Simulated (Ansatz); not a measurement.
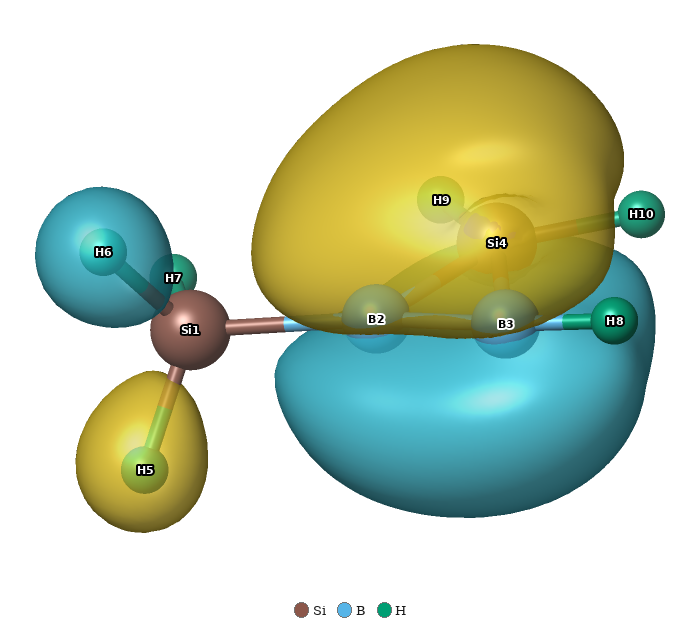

B2H6Si2 (SMILES [SiH3]B1B[SiH2]1). The HOMO at ±0.06 Å⁻³ᐟ² (yellow and cyan are the two phases), seen at an oblique angle.

Geometry: PBE0-D4/def2-TZVP.

These are results of Ansatz 0.2.0, RKS PBE0-D4/def2-TZVPP, not measurements.

The calculation's input:

```
crystal:
  periodic: [false, false, false]
  atoms:
    - {symbol: Si, position_ang: [-1.267091, 1.070151, -0.762586]}
    - {symbol: B, position_ang: [-0.359864, -0.547522, -0.083896]}
    - {symbol: B, position_ang: [0.062214, -1.919774, 0.327812]}
    - {symbol: Si, position_ang: [1.376451, -0.249878, 0.674603]}
    - {symbol: H, position_ang: [-1.566207, 0.925113, -2.213262]}
    - {symbol: H, position_ang: [-2.550857, 1.283823, -0.040538]}
    - {symbol: H, position_ang: [-0.433967, 2.291465, -0.586596]}
    - {symbol: H, position_ang: [0.539275, -2.929684, 0.708976]}
    - {symbol: H, position_ang: [1.876657, 1.148152, 0.684126]}
    - {symbol: H, position_ang: [2.406291, -1.122946, 1.294163]}
basis:
  gaussian: {orbitals: def2-TZVPP}
hamiltonian: {xc: pbe0, dispersion: d4}
output: {orbitals: {seedname: orbitals}}
```

Launched as:

```sh
ansatz run in.yaml --threads 2 --pin off --events-out ev --progress --plain --max-ram 4352MiB
```

What is the character of this orbital?

By Hirshfeld shares it lies mainly on Si4 (about 35 %), B2 (about 25 %) and B3 (about 25 %); π-bonding across Si4–B2. Its energy is −7.05 eV.
